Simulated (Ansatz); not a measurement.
Converging the plane-wave cutoff: Lu₂AlCo₃ (R3m, 6 atoms in the cell)

```
CELL_PARAMETERS angstrom
      2.59108     1.49596     3.78806
     -2.59108     1.49596     3.78806
      0.00000    -2.99193     3.78806
ATOMIC_POSITIONS crystal
  Lu 0.37555 0.37555 0.37555
  Lu 0.62885 0.62885 0.62885
  Al 0.00000 0.00000 0.00000
  Co 0.50000 0.00000 0.00000
  Co 0.00000 0.50000 0.00000
  Co 0.00000 0.00000 0.50000
```

Computed with LDA (PW92), default PAW files made with PBE (plane waves; Ansatz, a quantum-chemistry and plane-wave program).

Base settings: basis.ecutwfc = 30.9 Ry; kpoints.mp_grid.grid = 5 5 5; hamiltonian.xc = lda; hamiltonian.pseudopotentials = {kind: paw} (the program's default PAW files); scf.occupations.method = fermi_dirac; scf.occupations.width = 0.0073 Ry.

The second cell is the first with its lattice scaled by 0.98.

The mesh stays at the base's, so the ladder's end is converged at best in this setting alone.

The first pressure column holds Ansatz's estimate of the finite-basis (Pulay) stress, which hides part of the cutoff error; the other is without it.

Only quantities that move along the ladder and can be compared are tabulated.

The count of work is k-points × plane waves × bands × iterations; it is no time. 

The starting cell comes from a database of computed structures (which also holds hypothetical and non-ambient phases and stackings), without a prior relaxation at this level. Its lattice was rescaled by up to half a per cent. One atom was moved a little off its site on purpose. Spin polarisation is off. In the base run, with a pressure of about -5 GPa the cell is away from its equilibrium volume at this level.

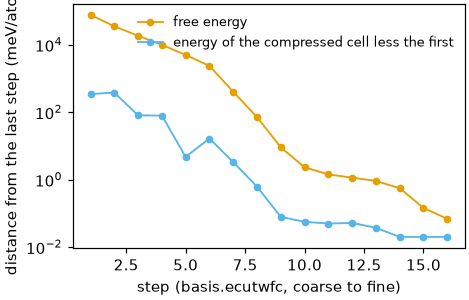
Distance from the last step along the ladder; very small values are drawn at a floor.

| basis.ecutwfc | free energy less the last step's (meV/atom) | energy of the compressed cell less the first (meV/atom) | pressure (GPa) | pressure without the Pulay estimate (GPa) | largest difference of a force vector from the last step's (eV/Å) | count of work / last |
|---|---|---|---|---|---|---|
| 10.7 Ry | 77953.66 | -351.53 | -27.04 | -2732.08 | 3.869 | 0.064 |
| 12.5 Ry | 35517.21 | 380.44 | -17.25 | -1410.12 | 1.447 | 0.086 |
| 14 Ry | 18709.89 | -86.66 | -10.34 | -835.20 | 1.960 | 0.098 |
| 15.4 Ry | 10069.48 | 74.43 | 1.86 | -512.21 | 0.174 | 0.10 |
| 16.9 Ry | 5013.97 | -10.44 | 0.82 | -293.94 | 0.420 | 0.13 |
| 18.4 Ry | 2380.49 | 10.99 | 1.16 | -161.49 | 0.333 | 0.15 |
| 21.7 Ry | 407.52 | -2.34 | -4.59 | -40.82 | 0.192 | 0.18 |
| 24.6 Ry | 71.98 | -5.05 | -5.22 | -13.28 | 0.012 | 0.21 |
| 27.9 Ry | 9.14 | -5.75 | -5.22 | -6.34 | 0.004 | 0.25 |
| 30.9 Ry | 2.33 | -5.61 | -5.22 | -5.37 | 0.000 | 0.30 |
| 33.8 Ry | 1.44 | -5.62 | -5.23 | -5.26 | 0.000 | 0.37 |
| 37.1 Ry | 1.15 | -5.62 | -5.23 | -5.24 | 0.000 | 0.38 |
| 41.5 Ry | 0.92 | -5.63 | -5.23 | -5.25 | 0.000 | 0.46 |
| 46.3 Ry | 0.56 | -5.65 | -5.23 | -5.26 | 0.000 | 0.55 |
| 54 Ry | 0.15 | -5.66 | -5.24 | -5.25 | 0.000 | 0.69 |
| 61.7 Ry | 0.07 | -5.67 | -5.24 | -5.24 | 0.000 | 0.75 |
| 74.2 Ry | 0.00 | -5.67 | -5.24 | -5.24 | 0.000 | 1.0 |

Coarsest basis.ecutwfc that holds the free energy within 0.5 meV/atom of the last step, with all finer ones: 54 Ry; the step before is off by 0.56 meV/atom.

Coarsest basis.ecutwfc that holds the forces within 0.02 eV/Å of the last step, with all finer ones: 24.6 Ry, at 0.21 of the last step's count of work; the step before is off by 0.19 eV/Å.

Coarsest basis.ecutwfc that holds the energy of the compressed cell less the first within 0.2 meV/atom of the last step, with all finer ones: 27.9 Ry, at 0.25 of the last step's count of work; the step before is off by 0.62 meV/atom.

The energy difference between the two cells stays within 1 meV/atom of the last step's from 24.6 Ry on, the total only from 41.5 Ry on: much of the error is common to both cells and cancels.

At the lowest cutoff the pressure without the Pulay estimate lies 2730 GPa under the last step's, the usual sign of Pulay stress in an incomplete plane-wave basis.

Keys are those of Ansatz 0.2.
